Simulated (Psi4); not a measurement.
# SiH2Br2 (dibromosilane): B2PLYP/def2-SVP (density fitting for correlation)

What is the vertical singlet–triplet gap of SiH2Br2 (dibromosilane) at B2PLYP/def2-SVP (density fitting for correlation)? 

Program for the calculation: Psi4 1.11.

2 further runs of the same task are left out: 2 set aside as unsound or not needed.

## Step 1: Starting point

The species is SiH2Br2 (5 atoms), meant as a singlet with charge 0. SMILES: `Br[SiH2]Br`. Geometry: relaxed at PBE0-D4/def2-TZVP.

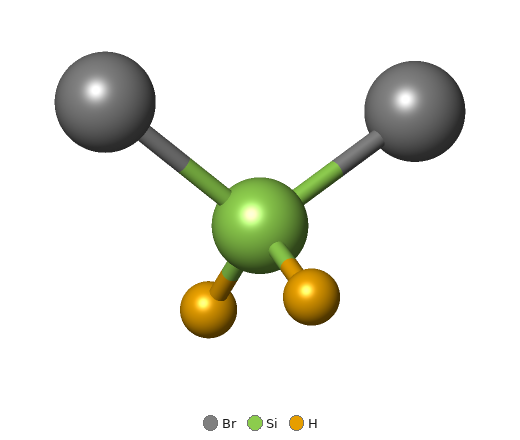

The structure, seen from a chosen angle (bromine grey, silicon green, hydrogen amber).

## Step 2: The energy at B2PLYP/def2-SVP (density fitting for correlation)

File input.json:

```json
{
  "schema_name": "qcschema_input",
  "schema_version": 1,
  "molecule": {
    "schema_name": "qcschema_molecule",
    "schema_version": 2,
    "symbols": ["Br", "Si", "Br", "H", "H"],
    "geometry": [-3.16092599, -2.34191869, 0.68466667, 0.29901136, -0.08747542, 0.10333022, -0.55854635, 3.42826555, -1.96911352, 2.0851805, -1.59347376, -1.42052603, 1.33526158, 0.59458343, 2.60164265],
    "molecular_charge": 0,
    "molecular_multiplicity": 1,
    "fix_symmetry": "c1",
    "fix_com": true,
    "fix_orientation": true
  },
  "driver": "energy",
  "model": {
    "method": "b2plyp",
    "basis": "def2-SVP"
  },
  "keywords": {
    "puream": true,
    "e_convergence": 1e-09,
    "d_convergence": 1e-08,
    "scf_type": "pk",
    "dft_radial_points": 99,
    "dft_spherical_points": 590,
    "num_frozen_docc": 23
  }
}
```

On the command line:

```bash
$ psi4 --qcschema input.json -n 1 --memory 2200MB
```

stdout:

```text
[...]
  Running in c1 symmetry.
[...]
  Nuclear repulsion =  448.279263033293944
[...]
  Multiplicity = 1
[...]
  Nalpha       = 43
  Nbeta        = 43
[...]
    Number of basis functions: 92
[...]
   @RKS iter   1: -5436.78966025587033   -2.73644e+00   1.87209e-02 DIIS/ADIIS
[...]
   @RKS iter  10: -5437.26759677363043   -7.27596e-12   2.78578e-09 DIIS
[...]
    Orbital Energies [Eh]
    ---------------------
    Doubly Occupied:
       1A   -485.802785     2A   -485.802766     3A    -67.304181
       4A    -63.586073     5A    -63.586058     6A    -57.225245
       7A    -57.225232     8A    -57.223545     9A    -57.223526
      10A    -57.223463    11A    -57.223447    12A     -9.170971
      13A     -9.170958    14A     -6.911937    15A     -6.911924
      16A     -6.904298    17A     -6.904285    18A     -6.903996
      19A     -6.903984    20A     -5.712275    21A     -3.971054
      22A     -3.969462    23A     -3.967428    24A     -2.872077
      25A     -2.872063    26A     -2.869550    27A     -2.869537
      28A     -2.869279    29A     -2.869265    30A     -2.862607
      31A     -2.862603    32A     -2.862595    33A     -2.862591
      34A     -0.903865    35A     -0.878435    36A     -0.621273
[...]
  @RKS Final Energy: -5437.26759677363043
   => Energetics <=
    Nuclear Repulsion Energy =            448.2792630332939439
    One-Electron Energy =               -8461.2122554982433940
    Two-Electron Energy =                2672.8153476686529757
    DFT Exchange-Correlation Energy =     -97.1499519773344105
    Empirical Dispersion Energy =           0.0000000000000000
    VV10 Nonlocal Energy =                  0.0000000000000000
    Total Energy =                      -5437.2675967736304301
[...]
 Multipole Moments:
 ------------------------------------------------------------------------------------
     Multipole            Electronic (a.u.)      Nuclear  (a.u.)        Total (a.u.)
 ------------------------------------------------------------------------------------
 L = 1.  Multiply by 2.5417464519 to convert [e a0] to [Debye]
 Dipole X            :        123.0328536         -122.5749308            0.4579228
 Dipole Y            :        -35.9325245           35.7985939           -0.1339306
 Dipole Z            :         42.4861313          -42.3279000            0.1582312
 Magnitude           :                                                    0.5026608
[...]
```

The result, in JSON:

```text
{
 "driver": "energy",
 "model": {
  "method": "b2plyp",
  "basis": "def2-SVP"
 },
 "success": true,
 "return_result": -5437.446584556901,
 "properties": {
  "calcinfo_nbasis": 92,
  "calcinfo_nmo": 92,
  "calcinfo_nalpha": 43,
  "calcinfo_nbeta": 43,
  "calcinfo_natom": 5,
  "nuclear_repulsion_energy": 448.27926303329394,
  "return_energy": -5437.446584556901,
  "scf_one_electron_energy": -8461.212255498243,
  "scf_two_electron_energy": 2672.815347668653,
  "scf_xc_energy": -97.14995197733441,
  "scf_dipole_moment": [0.4579228319814064, -0.1339305627572287, 0.1582312110275339],
  "scf_total_energy": -5437.26759677363,
  "scf_iterations": 10
 }
}
```

It took 18 s on 1 thread of Intel Xeon at 2.50GHz (Skylake/Cascade Lake), shared host; peak memory 0.84 GiB.

## Step 3: The triplet, same level

File calc.dat:

```
memory 2200 mb

molecule mol {
  0 3
  Br    -1.672690    -1.239290     0.362310
  Si     0.158230    -0.046290     0.054680
  Br    -0.295570     1.814160    -1.042010
  H      1.103430    -0.843230    -0.751710
  H      0.706590     0.314640     1.376730
  symmetry c1
  no_reorient
  no_com
}

set {
  basis def2-SVP
  reference uks
  puream true
  e_convergence 1e-09
  d_convergence 1e-08
  scf_type pk
  dft_radial_points 99
  dft_spherical_points 590
  num_frozen_docc 23
  maxiter 100
}

e = energy('b2plyp')
```

On the command line:

```bash
$ psi4 -i calc.dat -o calc.out -n 1
```

calc.out:

```text
[...]
  Running in c1 symmetry.
[...]
  Nuclear repulsion =  448.279262821226382
[...]
  Multiplicity = 3
[...]
  Nalpha       = 44
  Nbeta        = 42
[...]
    Number of basis functions: 92
[...]
   @UKS iter   1: -5436.53638470779606   -2.48316e+00   1.86075e-02 DIIS/ADIIS
[...]
   @UKS iter  18: -5437.01118212331312   -9.09495e-13   8.30995e-09 DIIS
[...]
   @S^2 Observed:                2.007064273E+00
[...]
    Orbital Energies [Eh]
    ---------------------
    Alpha Occupied:
       1A   -485.814313     2A   -485.814228     3A    -67.231225
       4A    -63.597173     5A    -63.597090     6A    -57.237156
       7A    -57.237070     8A    -57.235509     9A    -57.235427
      10A    -57.233849    11A    -57.233766    12A     -9.183880
      13A     -9.183796    14A     -6.924484    15A     -6.924392
      16A     -6.920453    17A     -6.920374    18A     -6.914301
      19A     -6.914221    20A     -5.653818    21A     -3.910106
      22A     -3.908980    23A     -3.905172    24A     -2.884053
      25A     -2.883966    26A     -2.883400    27A     -2.883314
      28A     -2.878612    29A     -2.878525    30A     -2.876278
      31A     -2.876200    32A     -2.875210    33A     -2.875131
      34A     -0.921621    35A     -0.901073    36A     -0.630160
[...]
  @UKS Final Energy: -5437.01118212331312
   => Energetics <=
    Nuclear Repulsion Energy =            448.2792628212263821
    One-Electron Energy =               -8461.0599725547708658
    Two-Electron Energy =                2672.9184292726508829
    DFT Exchange-Correlation Energy =     -97.1489016624191493
    Empirical Dispersion Energy =           0.0000000000000000
    VV10 Nonlocal Energy =                  0.0000000000000000
    Total Energy =                      -5437.0111821233122100
[...]
 Multipole Moments:
 ------------------------------------------------------------------------------------
     Multipole            Electronic (a.u.)      Nuclear  (a.u.)        Total (a.u.)
 ------------------------------------------------------------------------------------
 L = 1.  Multiply by 2.5417464519 to convert [e a0] to [Debye]
 Dipole X            :        122.8175303         -122.5749308            0.2425995
 Dipole Y            :        -35.8686152           35.7985938           -0.0700214
 Dipole Z            :         42.4112271          -42.3278999            0.0833272
 Magnitude           :                                                    0.2658965
[...]
```

It took 38 s on 1 thread of Intel Xeon at 2.50GHz (Skylake/Cascade Lake), shared host; peak memory 0.84 GiB.

## Step 4: Results

At B2PLYP/def2-SVP (density fitting for correlation), 23 core orbitals frozen:

| quantity | value |
| --- | --- |
| singlet: total energy | -5437.44658 Eh |
| singlet: HOMO energy (SCF part's orbitals) | -9.55 eV |
| singlet: LUMO energy (SCF part's orbitals) | 1.10 eV |
| singlet: HOMO–LUMO gap (SCF part's orbitals) | 10.64 eV |
| triplet: total energy | -5437.19820 Eh |
| triplet: HOMO energy (SCF part's orbitals) (highest over α and β) | -2.76 eV |
| triplet: ⟨S²⟩ | 2.007 |
| vertical energy of the triplet above the singlet | 6.759 eV |

What this shows: At this shape the triplet lies 6.76 eV (156 kcal/mol) above the singlet.
